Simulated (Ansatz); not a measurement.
NaF (rock salt)

```yaml
crystal:
  lattice:
    - [0.00000, 2.35078, 2.35078]
    - [2.35078, 0.00000, 2.35078]
    - [2.35078, 2.35078, 0.00000]
  atoms:
    - { symbol: F, position: [0.00000, 0.00000, 0.00000] }
    - { symbol: Na, position: [0.50000, 0.50000, 0.50000] }
```

In each cell atom 1 (F, nearest neighbour Na at 2.351 Å; its periodic images, 3.3 Å or more away, move with it) moves by s·(-1.000, 0.000, 0.000) (towards the nearest neighbour), the rest being held.

Level of theory: PBE (plane waves to 420 eV, PAW, scalar-relativistic; Ansatz, a quantum-chemistry and plane-wave program). k mesh 10×10×10 (Γ-centred), Fermi-Dirac smearing 0.05 eV. Energies are smeared free energies. NaF was relaxed with its symmetry unable to fall. The relaxed volume of NaF is well above the measured one; the method has no dispersion term. ΔE is measured from the undisplaced structure.

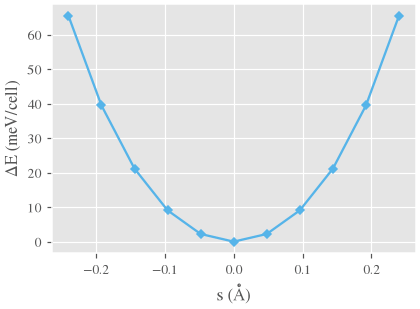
*ΔE (meV/cell) against s (Å); markers are the computed points, lines only join them.*

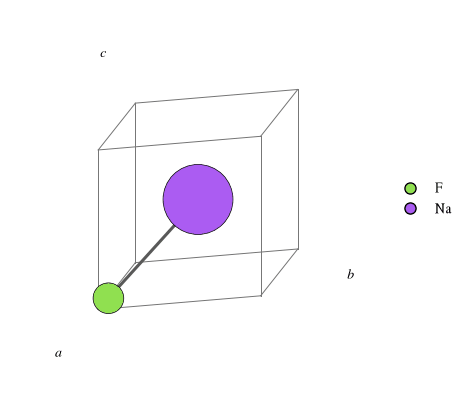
Fig. 1. The cell of the calculation at s = -0.240 Å.

The force constant k = d²E/ds² at s = 0 (finite differences) is 1.91 eV/Å² and the zone-centre optical wavenumber from k (transverse: no LO-TO term) is 224 cm⁻¹. The force along the line at s = -0.240 Å comes out as 0.636 eV/Å and the energy at s = 0.240 Å comes out as 65.5 meV/cell. Shape of the curve: a single well with its minimum at or next to zero displacement.

The forces along the line at the two nearest points give (0.093 − (-0.093)) / (2·0.048) = 1.94 eV/Å²; the next pair corrects for the finite step.

(For displaced atoms, the force is minus the slope of the energy, and its curvature is a force constant, which sets phonon frequencies.)
